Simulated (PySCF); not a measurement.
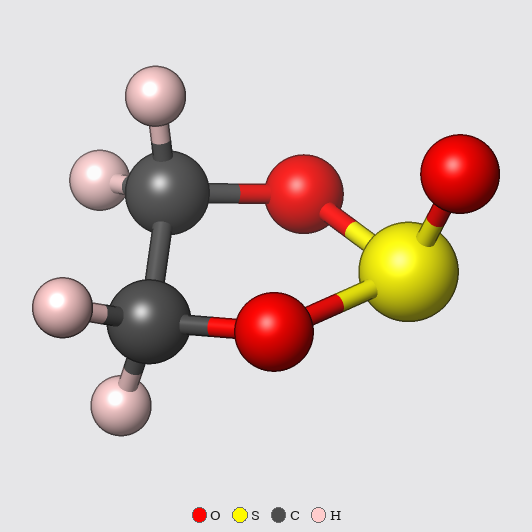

Geometry: a frame of a GFN2-xTB molecular-dynamics simulation, not a minimum. Level of theory: PBE0/def2-SVPD, gas phase (PySCF 2.14.0). Excitations: vertical, linear response.

What is the dipole moment?

Answer. 3.89 D.

Give the HOMO–LUMO gap at this level.

Answer. 7.28 eV.

Estimate the HOMO energy (Kohn–Sham orbital).

Answer. −8.42 eV.

What is the lowest vertical singlet excitation?

Answer. 5.59 eV.
